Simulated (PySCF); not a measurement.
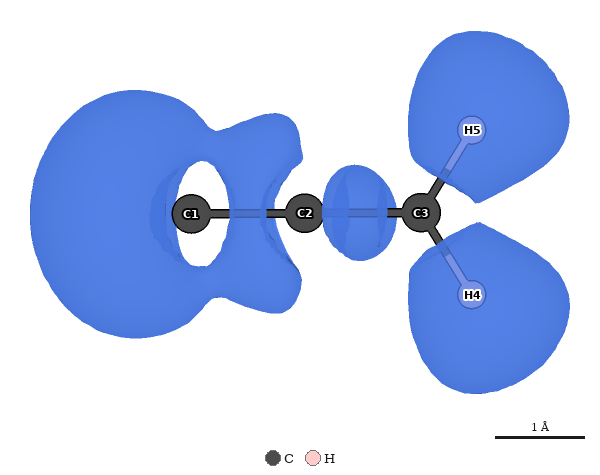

Figure. C$_{3}$H$_{2}$ (propadienylidene (H2CCC)). Isosurface of the electron localisation function at 0.75 (blue), seen across its widest extent. Core shells and regions of very low density are left out.

Geometry: PBE0-D3(BJ)/def2-SVP.

Computed with PBE0/pcSseg-1, SCF density, gas phase, non-relativistic (PySCF 2.14.0).

```yaml
atoms:
  - { symbol: C, position_ang: [1.8826, -0.1955, -0.8358] }
  - { symbol: C, position_ang: [0.7066, -0.0773, -0.3162] }
  - { symbol: C, position_ang: [-0.5026, 0.0446, 0.2171] }
  - { symbol: H, position_ang: [-1.0478, 0.9978, 0.1950] }
  - { symbol: H, position_ang: [-1.0054, -0.8034, 0.7017] }
```

**Where are the electrons localised?**

The ELF exceeds this value in one region between bonded C–C atoms (shared pairs), two regions around hydrogen nuclei and one region on C in which the atom's valence shell and bonds are merged. Profiles from the grid: C–C (1.29 Å): the ELF peaks at about 0.90 between the atoms (a multiple bond). C–H (1.10 Å): the ELF climbs to about 1 towards the hydrogen, as it does in any bond to H (a covalent bond by its length).
